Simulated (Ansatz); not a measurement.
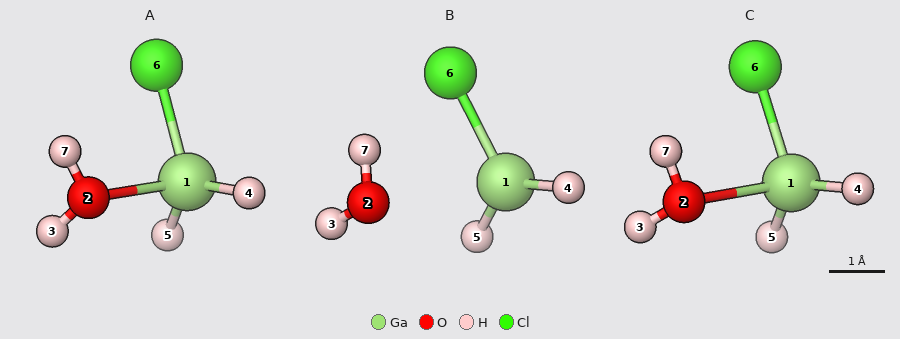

3 geometries from one relaxation of GaH4OCl, in shuffled order. A ball-and-stick model, seen at a tilt.

The run prepares an end point of a later path (reaction) calculation, from a guessed geometry.

These are results of RHF/def2-SVP in Ansatz 0.2.0, not measurements. Settings: no spin polarisation; force threshold 0.03 eV/Å; at most 50 steps.

Question: Put them in the order of the run, from the start to the converged end.

Answer: B, C, A. They are steps 0, 2, 6, at +40.1 kJ/mol, +12.9 kJ/mol relative to the last. The largest move after the best rigid fit is that of O2, 0.45 Å. By element the largest moves are O 0.45 Å, H 0.40 Å, Ga 0.37 Å, Cl 0.22 Å. Near-neighbour distances that change, for instance: Ga1–O2 2.975 → 2.171 Å, O2–H7 0.970 → 0.951 Å, Ga1–H5 1.554 → 1.570 Å, Ga1–H4 1.552 → 1.564 Å. New bonds form, among them: Ga1–O2 (2.97 → 2.17 Å). Bond angles that change, for instance: H4–Ga1–H5 132.2° → 126.6°, H3–O2–H7 104.6° → 107.6°. The energy falls by 40.1 kJ/mol in 6 geometry steps. Largest force component: 1.2 eV/Å at the start, 0.024 eV/Å at the end.

Limits of the set-up: the start holds two separate molecules, 2.6 Å apart at their closest, whose relative position is a soft coordinate and is computed without a dispersion correction; Hartree-Fock leaves out electron correlation.
